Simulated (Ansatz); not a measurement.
H₃NPS (charge −1)

Input

```
crystal:
  periodic: [false, false, false]
  atoms:
    - {symbol: N, position_ang: [-0.110140, -0.290889, 0.550082]}
    - {symbol: P, position_ang: [0.710273, 0.802849, 1.708145]}
    - {symbol: S, position_ang: [1.125442, -0.311868, 3.412760]}
    - {symbol: H, position_ang: [0.616986, -0.844502, 0.096105]}
    - {symbol: H, position_ang: [-0.663046, -0.967145, 1.084966]}
    - {symbol: H, position_ang: [-0.537579, 1.435169, 2.072652]}
basis:
  gaussian: {orbitals: def2-TZVPD}
total_charge: -1
hamiltonian: {xc: {name: PBE0}}
output: {forces: true, orbitals: {seedname: orbitals}}
```

Launched as:

```sh
ansatz run input.yaml --threads 1 --pin off --max-ram 2610MiB --events-out events.jsonl --progress --plain --runs-dir runs
```

Geometry: r2SCAN-D4/def2-SVPD.

Level of theory: Ansatz, isolated molecule in a Gaussian basis; Kohn-Sham density functional theory, functional PBE0.

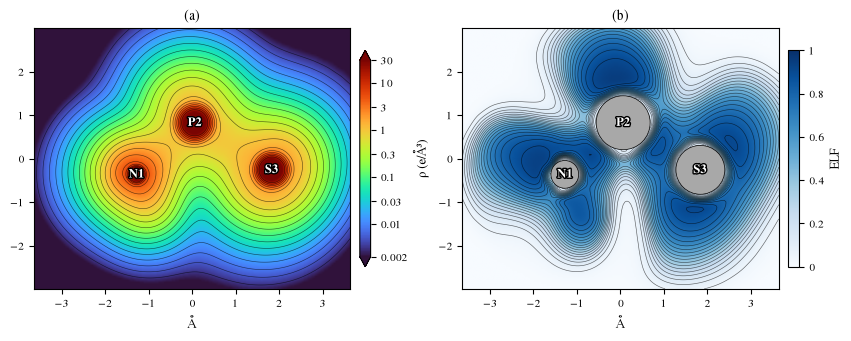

Figure 1. (a) total electron density; (b) electron localisation function on the plane of atoms N1, P2 and S3. Grey discs cover the atomic cores in the ELF map.

### What do the fields say about this system?

Atoms in the plane: N, P and S. P–N (1.79 Å): ρ is about 1.1 e/Å³ halfway; the ELF peaks at about 0.90 between the atoms; a shared but strongly polarised pair. P–S (2.08 Å): the density is about 0.95 e/Å³ at the midpoint; the ELF peaks at about 0.85 between the atoms, as expected for a covalent bond. The ELF also peaks beside S3, N1 and P2, away from the bonds: lone-pair regions.

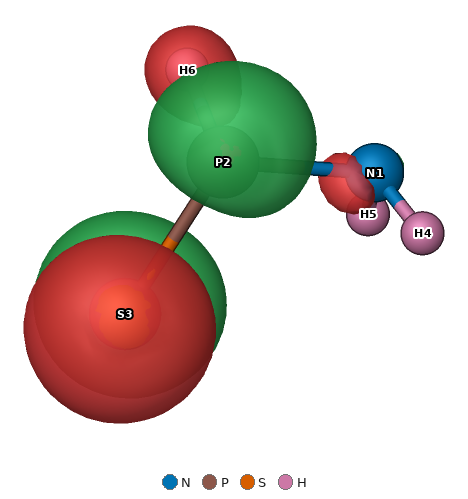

Figure 2. The HOMO at ±0.15 Å⁻³ᐟ² (green and red are the two phases), seen across its widest extent.

### Describe this orbital and give its energy.

By Hirshfeld shares it lies mainly on S3 (about 65 %) and P2 (about 25 %). Its energy is −0.44 eV.
